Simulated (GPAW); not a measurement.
# C2H4Cl (SMILES C[CH]Cl): levels of theory compared

Aim: a comparison of 3 runs (UPBE/real-space grid, UPBE-D4/dzp, UPBE/dzp) of C2H4Cl. Input form: an ASE script.

The results are computed with GPAW 26.7.0.

2 further runs of the same task are left out: 1 for a known fault of the program, 1 set aside as unsound or not needed.

## 1. The molecule

C2H4Cl: 7 atoms, total charge 0, spin state doublet. SMILES: `C[CH]Cl`. Geometry: relaxed at GFN2-xTB.

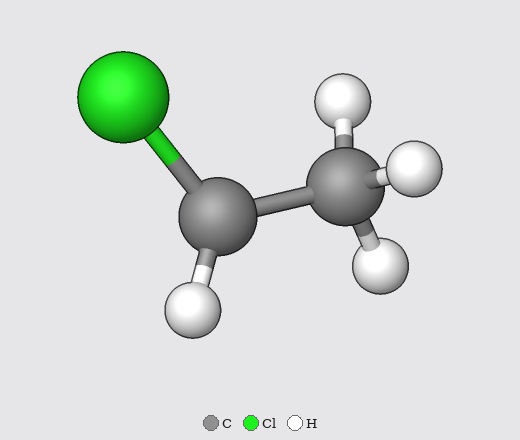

Viewed from a chosen angle; carbon grey, chlorine green, hydrogen white.

## 2. The charge distribution at UPBE/real-space grid (scalar-relativistic datasets) (run 1)

Input file molecule.sdf:

```

     RDKit          3D

  7  6  0  0  0  0  0  0  0  0999 V2000
   -0.5338    0.3950   -0.1163 C   0  0  0  0  0  0  0  0  0  0  0  0
    0.5027   -0.6353    0.0862 C   0  0  0  0  0  3  0  0  0  0  0  0
    1.7666   -0.3434    1.1804 Cl  0  0  0  0  0  0  0  0  0  0  0  0
   -1.4092   -0.0531   -0.5820 H   0  0  0  0  0  0  0  0  0  0  0  0
   -0.1872    1.2056   -0.7701 H   0  0  0  0  0  0  0  0  0  0  0  0
   -0.8208    0.8470    0.8321 H   0  0  0  0  0  0  0  0  0  0  0  0
    0.6817   -1.4158   -0.6305 H   0  0  0  0  0  0  0  0  0  0  0  0
  2  1  1  0
  3  2  1  0
  4  1  1  0
  5  1  1  0
  6  1  1  0
  7  2  1  0
M  RAD  1   2   2
M  END
$$$$
```

Input file molecule_sp.py:

```python
import numpy as np
from ase.io import read
from ase.units import Debye
from gpaw import GPAW

# Set up the molecule
molecule = read('molecule.sdf')
molecule.center(vacuum=4.5)
molecule.set_initial_magnetic_moments([0.333333, 0.333333, 0.333333, 0.0, 0.0, 0.0, 0.0])

# GPAW settings
dft = GPAW(mode='fd',
           h=0.18,
           xc='PBE',
           occupations={'name': 'fermi-dirac', 'width': 0.0, 'fixmagmom': True},
           maxiter=150,
           symmetry='off',
           txt='-')
molecule.calc = dft

energy = molecule.get_potential_energy()
print(f'Energy = {energy:.5f} eV')
forces = molecule.get_forces()
print('Forces (eV/Ang)')
for symbol, f in zip(molecule.symbols, forces):
    print(f'{symbol:2} {f[0]:9.4f} {f[1]:9.4f} {f[2]:9.4f}')
dipole = molecule.get_dipole_moment() / Debye
print(f'Dipole = {np.linalg.norm(dipole):.3f} D')
print('Moments:', molecule.get_magnetic_moments().round(3))
```

Launch:

```sh
$ OMP_NUM_THREADS=1 python molecule_sp.py
```

Log:

```text
[...]
Number of symmetries: 1
[...]
  Number of IBZ points: 1
[...]
Spin-components: 2 (collinear spins)
Bands:           16
[...]
  Valence electrons: 19.0
[...]
  Grid points: [68 64 60]
  Charge: 0.0  # |e|
[...]
    cutoffs:
[...]
occupation numbers:
  Fixed magnetic moment: 1.000
[...]
xc functional:
  name: PBE with 2 nearest neighbor stencil
[...]
|iter     |     time |      energy | eigst |  dens |  magmom |
[...]
|iter:   1| 00:00:18 |  -36.597149 | +1.19 |       |  +0.9986|
[...]
|iter:  16| 00:02:51 |  -33.535947c| -7.48c| -5.55c|  +1.0000|
Converged in 16 steps
[...]
Energy contributions relative to reference atoms: (reference = -14660.166276)
Energy contributions:
  Kinetic:          34.694230
  Coulomb:         -37.135217
  Zero:              0.320835
  External:          0.000000
  Xc:              -31.415795
  Entropy:           0.000000
  Spinorbit:         0.000000
  ----------------------------
  Free energy:     -33.535947
  Extrapolated:    -33.535947
dipole moment: (-0.217765, 0.039499, -0.209341)  # |e|*Ang
Total magnetic moment: (0.000000, 0.000000, 0.999999)
Local magnetic moments
|        x |        y |         z |
|----------|----------|-----------|
| 0.000000 | 0.000000 | -0.010117 |  # C    0
| 0.000000 | 0.000000 |  0.287040 |  # C    1
| 0.000000 | 0.000000 |  0.054624 |  # Cl   2
| 0.000000 | 0.000000 |  0.003966 |  # H    3
| 0.000000 | 0.000000 |  0.024669 |  # H    4
| 0.000000 | 0.000000 |  0.007398 |  # H    5
| 0.000000 | 0.000000 | -0.005535 |  # H    6
Fermi levels: -4.463, -2.665
Eigenvalues  # (at kpt = [0.000, 0.000, 0.000])
| band index |      eig [eV] | occ [0-1] |      eig [eV] | occ [0-1] |
|------------|---------------|-----------|---------------|-----------|
|          0 |       -22.088 |     1.000 |       -21.840 |     1.000 |
|          1 |       -18.599 |     1.000 |       -18.406 |     1.000 |
|          2 |       -14.879 |     1.000 |       -14.409 |     1.000 |
|          3 |       -11.742 |     1.000 |       -11.583 |     1.000 |
|          4 |       -10.743 |     1.000 |       -10.437 |     1.000 |
|          5 |       -10.498 |     1.000 |       -10.255 |     1.000 |
|          6 |        -9.377 |     1.000 |        -9.303 |     1.000 |
|          7 |        -8.586 |     1.000 |        -8.212 |     1.000 |
|          8 |        -7.421 |     1.000 |        -7.364 |     1.000 |
|          9 |        -4.463 |     1.000 |        -2.665 |     0.000 |
|         10 |        -0.398 |     0.000 |        -0.272 |     0.000 |
|         11 |        -0.121 |     0.000 |         0.149 |     0.000 |
[...]
Gap: 2.901 eV
Transition (v -> c):
[...]
Forces (eV/Ang)
C     0.2329   -0.1479    0.0793
C    -0.3164    0.1781   -0.0115
Cl    0.3774    0.0522    0.2569
H    -0.3223   -0.0996   -0.1561
H     0.0687    0.2501   -0.1838
H    -0.1597    0.1618    0.2637
H     0.1447   -0.3999   -0.2601
Dipole = 1.463 D
Moments: [-0.01   0.287  0.055  0.004  0.025  0.007 -0.006]
```

Run time: 2.9 min. Hardware: 1 thread of AMD EPYC (Zen 3), shared host; peak memory 0.91 GiB.

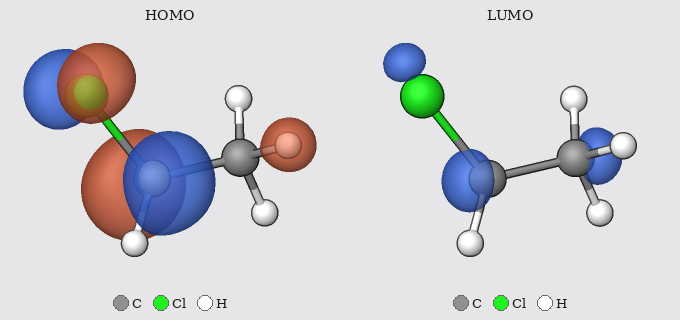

Frontier orbitals of this run (spin up), surfaces at ±0.2 Å^-3/2.

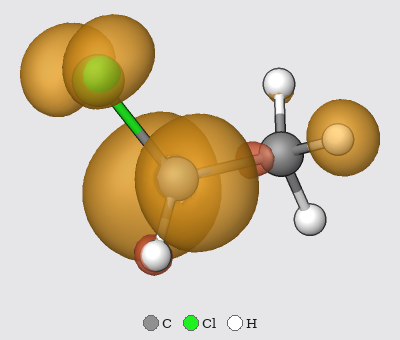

Spin density, surfaces at ±0.03 e/Å³.

## 3. Energy and one-electron properties at UPBE-D4/dzp (scalar-relativistic datasets) (run 2)

Input file calc.py:

```python
from ase import Atoms
from ase.calculators.mixing import SumCalculator
from dftd4.ase import DFTD4
from gpaw import GPAW
from gpaw.analyse.hirshfeld import HirshfeldPartitioning

# Atomic positions
system = Atoms(['C', 'C', 'Cl', 'H', 'H', 'H', 'H'],
    positions=[[ -0.533830,   0.394970,  -0.116320],
               [  0.502730,  -0.635300,   0.086250],
               [  1.766560,  -0.343370,   1.180450],
               [ -1.409210,  -0.053070,  -0.581990],
               [ -0.187200,   1.205590,  -0.770050],
               [ -0.820800,   0.847010,   0.832120],
               [  0.681750,  -1.415820,  -0.630460]])
system.center(vacuum=4.5)
system.set_initial_magnetic_moments([1.0, 0.0, 0.0, 0.0, 0.0, 0.0, 0.0])

# GPAW settings
gpaw_calc = GPAW(mode='lcao',
                 basis='dzp',
                 h=0.16,
                 xc='PBE',
                 occupations={'name': 'fermi-dirac', 'width': 0.0, 'fixmagmom': True},
                 maxiter=100,
                 symmetry='off',
                 legacy_gpaw=True,
                 txt='-')
system.calc = SumCalculator([DFTD4(method='PBE'), gpaw_calc])

energy = system.get_potential_energy()
print(f'Energy: {energy:.5f} eV')
print('Moments:', gpaw_calc.get_magnetic_moments(system).round(3))
hirshfeld = HirshfeldPartitioning(gpaw_calc)
charges = hirshfeld.get_charges()
volumes = hirshfeld.get_effective_volume_ratios()
for symbol, q, v in zip(system.symbols, charges, volumes):
    print(f'{symbol:2} charge {q:7.3f}  volume ratio {v:6.3f}')
```

Launch:

```sh
$ OMP_NUM_THREADS=1 python calc.py
```

Log:

```text
[...]
    cutoffs:
[...]
  Total Charge: 0.000000
[...]
Number of atoms: 7
[...]
Number of bands in calculation: 16
Number of valence electrons: 19
[...]
iter:   1 hh:mm:ss   -33.294310        c          +0.9977
[...]
iter:  11 hh:mm:ss   -32.220168c       c -4.38c   +1.0000
Converged after 11 iterations.
Dipole moment: (-0.149000, 0.041860, -0.148429) |e|*Ang
Total magnetic moment: (0.000000, 0.000000, 1.000000)
Local magnetic moments:
   0 C  ( 0.000000,  0.000000, -0.011962)
   1 C  ( 0.000000,  0.000000,  0.302971)
   2 Cl ( 0.000000,  0.000000,  0.056488)
   3 H  ( 0.000000,  0.000000,  0.003883)
   4 H  ( 0.000000,  0.000000,  0.024199)
   5 H  ( 0.000000,  0.000000,  0.007111)
   6 H  ( 0.000000,  0.000000, -0.005410)
Energy contributions relative to reference atoms: (reference = -14660.166276)
Kinetic:        +33.488855
Potential:      -34.135040
External:        +0.000000
XC:             -31.663859
Entropy (-ST):   +0.000000
Local:           +0.089876
SIC:             +0.000000
--------------------------
Free energy:    -32.220168
Extrapolated:   -32.220168
Spin contamination: 0.048302 electrons
                   Up                     Down
 Band  Eigenvalues  Occupancy  Eigenvalues  Occupancy
    0    -21.73868    1.00000    -21.47426    1.00000
    1    -18.40790    1.00000    -18.22582    1.00000
    2    -14.63757    1.00000    -14.15478    1.00000
    3    -11.47521    1.00000    -11.30745    1.00000
    4    -10.52202    1.00000    -10.20308    1.00000
    5    -10.24692    1.00000    -10.02078    1.00000
    6     -9.16983    1.00000     -9.08505    1.00000
    7     -8.20153    1.00000     -7.80006    1.00000
    8     -7.00205    1.00000     -6.93974    1.00000
    9     -4.07259    1.00000     -2.23125    0.00000
   10      0.96136    0.00000      1.36852    0.00000
   11      2.26081    0.00000      2.35336    0.00000
   12      2.83932    0.00000      2.99459    0.00000
   13      3.79599    0.00000      3.93291    0.00000
[...]
Fermi levels: -0.63494, -3.15192
[...]
C  charge  -0.024  volume ratio  0.918
Cl charge  -0.015  volume ratio  1.008
H  charge   0.041  volume ratio  0.689
H  charge   0.035  volume ratio  0.707
H  charge   0.034  volume ratio  0.720
H  charge   0.027  volume ratio  0.727
```

Wall time 2.1 min (1 thread of AMD EPYC (Zen 3), shared host); peak memory 0.98 GiB.

Atomic charges (e):

```
atom  Hirshfeld
  C1     -0.098
  C2     -0.024
 Cl3     -0.015
  H4     +0.041
  H5     +0.035
  H6     +0.034
  H7     +0.027
```

## 4. Energy and one-electron properties at UPBE/dzp (scalar-relativistic datasets) (run 3)

Input file C2H4Cl.xyz:

```xyz
7

C     -0.533830     0.394970    -0.116320
C      0.502730    -0.635300     0.086250
Cl     1.766560    -0.343370     1.180450
H     -1.409210    -0.053070    -0.581990
H     -0.187200     1.205590    -0.770050
H     -0.820800     0.847010     0.832120
H      0.681750    -1.415820    -0.630460
```

Input file run.py:

```python
import numpy as np
from ase.io import read
from ase.units import Debye
from gpaw import GPAW

atoms = read('C2H4Cl.xyz')
atoms.center(vacuum=4.5)
atoms.set_initial_magnetic_moments([0.333333, 0.333333, 0.333333, 0.0, 0.0, 0.0, 0.0])

gpaw_calc = GPAW(mode='lcao',
                 symmetry='off',
                 h=0.18,
                 maxiter=150,
                 occupations={'name': 'fermi-dirac', 'width': 0.0, 'fixmagmom': True},
                 xc='PBE',
                 basis='dzp',
                 txt='-')
atoms.calc = gpaw_calc

energy = atoms.get_potential_energy()
print(f'Energy: {energy:.5f} eV')
forces = atoms.get_forces()
print('Forces (eV/Ang)')
for symbol, f in zip(atoms.symbols, forces):
    print(f'{symbol:2} {f[0]:9.4f} {f[1]:9.4f} {f[2]:9.4f}')
dipole = atoms.get_dipole_moment() / Debye
print(f'Dipole                  {np.linalg.norm(dipole):.3f} D')
print('Moments:', atoms.get_magnetic_moments().round(3))
```

Launch:

```sh
$ python3 run.py
```

Log:

```text
[...]
Number of symmetries: 1
[...]
  Number of IBZ points: 1
[...]
basis functions: 59
Spin-components: 2 (collinear spins)
Bands:           16
[...]
  Valence electrons: 19.0
[...]
  Grid points: [68 64 60]
  Charge: 0.0  # |e|
[...]
    cutoffs:
[...]
occupation numbers:
  Fixed magnetic moment: 1.000
[...]
xc functional:
  name: PBE with 2 nearest neighbor stencil
[...]
|iter     |     time |      energy | eigst |  dens |  magmom |
[...]
|iter:   1| 00:00:20 |  -33.492310 |      c|       |  +0.9986|
[...]
|iter:  11| 00:01:09 |  -32.134404c|      c| -4.58c|  +1.0000|
Converged in 11 steps
[...]
Energy contributions relative to reference atoms: (reference = -14660.166276)
Energy contributions:
  Kinetic:          33.447763
  Coulomb:         -34.103926
  Zero:              0.174534
  External:          0.000000
  Xc:              -31.652774
  Entropy:           0.000000
  Spinorbit:         0.000000
  ----------------------------
  Free energy:     -32.134404
  Extrapolated:    -32.134404
dipole moment: (-0.149019, 0.041844, -0.148471)  # |e|*Ang
Total magnetic moment: (0.000000, 0.000000, 0.999997)
Local magnetic moments
|        x |        y |         z |
|----------|----------|-----------|
| 0.000000 | 0.000000 | -0.011974 |  # C    0
| 0.000000 | 0.000000 |  0.302863 |  # C    1
| 0.000000 | 0.000000 |  0.056508 |  # Cl   2
| 0.000000 | 0.000000 |  0.003888 |  # H    3
| 0.000000 | 0.000000 |  0.024213 |  # H    4
| 0.000000 | 0.000000 |  0.007120 |  # H    5
| 0.000000 | 0.000000 | -0.005410 |  # H    6
Fermi levels: -4.071, -2.232
Eigenvalues  # (at kpt = [0.000, 0.000, 0.000])
| band index |      eig [eV] | occ [0-1] |      eig [eV] | occ [0-1] |
|------------|---------------|-----------|---------------|-----------|
|          0 |       -21.740 |     1.000 |       -21.475 |     1.000 |
|          1 |       -18.410 |     1.000 |       -18.228 |     1.000 |
|          2 |       -14.639 |     1.000 |       -14.156 |     1.000 |
|          3 |       -11.475 |     1.000 |       -11.308 |     1.000 |
|          4 |       -10.522 |     1.000 |       -10.203 |     1.000 |
|          5 |       -10.247 |     1.000 |       -10.021 |     1.000 |
|          6 |        -9.170 |     1.000 |        -9.085 |     1.000 |
|          7 |        -8.201 |     1.000 |        -7.800 |     1.000 |
|          8 |        -7.002 |     1.000 |        -6.940 |     1.000 |
|          9 |        -4.071 |     1.000 |        -2.232 |     0.000 |
|         10 |         0.962 |     0.000 |         1.369 |     0.000 |
|         11 |         2.260 |     0.000 |         2.353 |     0.000 |
[...]
Gap: 2.869 eV
Transition (v -> c):
[...]
Forces (eV/Ang)
C     0.3899   -0.2485    0.0518
C    -0.4103    0.3024    0.3228
Cl    0.6039    0.1177    0.4653
H    -0.7490   -0.3048   -0.3804
H     0.2101    0.6290   -0.4866
H    -0.2995    0.3824    0.7212
H     0.2505   -0.8599   -0.7216
Dipole                  1.030 D
Moments: [-0.012  0.303  0.057  0.004  0.024  0.007 -0.005]
```

Wall time 73 s (1 thread of AMD EPYC (Zen 3), shared host); peak memory 0.92 GiB.

## 5. All runs side by side

```
run                                                level  mode  grid spacing  energy (Eh)  dipole moment (D)  HOMO energy (eV)  LUMO energy (eV)  wall time
  1  UPBE/real-space grid (scalar-relativistic datasets)    fd          0.18  -539.983597               1.46             -4.46             -2.67    2.9 min
  2           UPBE-D4/dzp (scalar-relativistic datasets)  lcao          0.16  -539.938984               1.03             -4.07             -2.23    2.1 min
  3              UPBE/dzp (scalar-relativistic datasets)  lcao          0.18  -539.932091               1.03             -4.07             -2.23       73 s
```

## 6. What came out

```
                                                     quantity        value
run 3: energy as printed (from the program's reference atoms)  -32.1344 eV
                                         run 3: dipole moment       1.03 D
                    run 3: HOMO energy (highest over α and β)     -4.07 eV
                     run 3: LUMO energy (lowest over α and β)     -2.23 eV
                              run 3: largest force on an atom   1.150 eV/Å
```

What this shows: The dipole moment (its size) runs from 1.03 D (UPBE-D4/dzp) to 1.46 D (UPBE/real-space grid). All runs together took 6.2 min, the longest 2.9 min.
